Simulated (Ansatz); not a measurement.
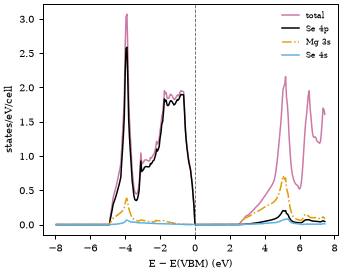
Figure. Total and projected density of states of MgSe (rock salt, Fm-3m), plane-wave PAW r²SCAN (Ansatz code)

**Question.** Which orbitals carry the states next to the gap?

**Answer.** Top 1 eV of the valence band: Se 4p 97 %. Bottom 1 eV of the conduction band: Mg 3s 79 %, Se 4p 7 %, outside the projected shells 10 %. Projections are on Löwdin-orthogonalised atomic valence shells; empty p or d shells of many metals are not among them.

**Question.** Where is the tallest occupied peak in this window, and what makes it?

**Answer.** Near -3.9 eV, about 3.1 states/eV per cell; the largest projected share is Se 4p.

The r²SCAN relaxation kept the symmetry of its start. The volume moved by -30 % from the start of the relaxation. Scalar-relativistic: spin–orbit coupling is off unless named, which matters more the heavier the elements.

Potentials: the later of the program's two PAW sets.
